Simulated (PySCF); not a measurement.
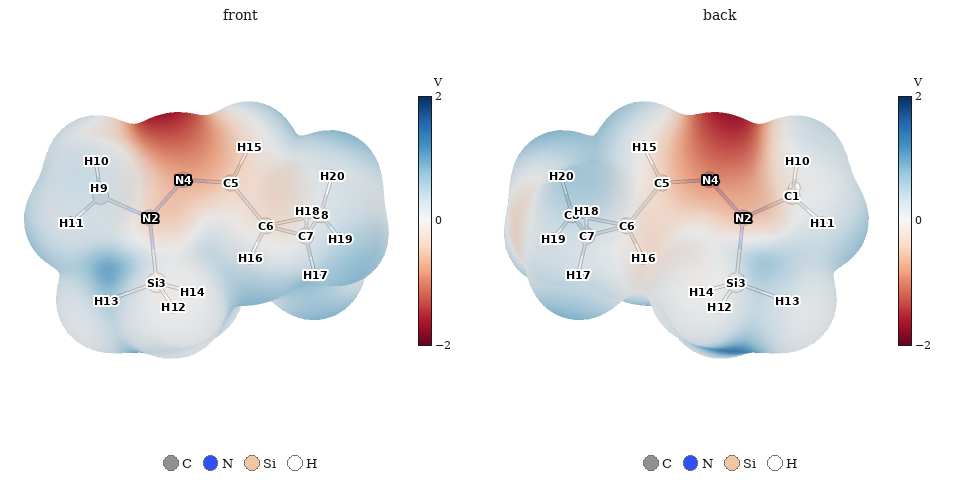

*C5H12N2Si (SMILES CN([SiH3])/N=C\C1CC1). The electrostatic potential painted on the density surface at 0.002 e/bohr³, seen from the front and from behind; red is negative and blue positive.*

Geometry: GFN2-xTB.

Level of theory: PySCF 2.14.0, PBE0/pcSseg-1, SCF density, gas phase, non-relativistic.

```
atom    x (Å)    y (Å)    z (Å)
   C  -2.4950  -1.7916   0.2373
   N  -1.4831  -0.7657   0.0626
  Si  -1.7398   0.5342  -1.0638
   N  -0.4633  -1.0050   0.9146
   C   0.7019  -0.5107   0.8821
   C   1.3662   0.4024  -0.0645
   C   2.0404   1.6449   0.4642
   C   2.8670   0.5055  -0.0315
   H  -2.2343  -2.6900  -0.3293
   H  -2.5492  -2.0547   1.2935
   H  -3.4624  -1.4306  -0.1012
   H  -1.1526   0.2554  -2.3833
   H  -3.1916   0.6319  -1.1978
   H  -1.1908   1.7576  -0.4854
   H   1.3176  -0.8429   1.7123
   H   0.8968   0.4814  -1.0363
   H   1.9820   2.5456  -0.1279
   H   1.9992   1.8200   1.5289
   H   3.3867   0.6153  -0.9713
   H   3.3994  -0.0923   0.6938
```

### Describe the electrostatic potential map.

The most negative region (about −1.6 V) lies over N4, the most positive (about +1.3 V) over Si3. N4 is the likeliest acceptor of a hydrogen bond.
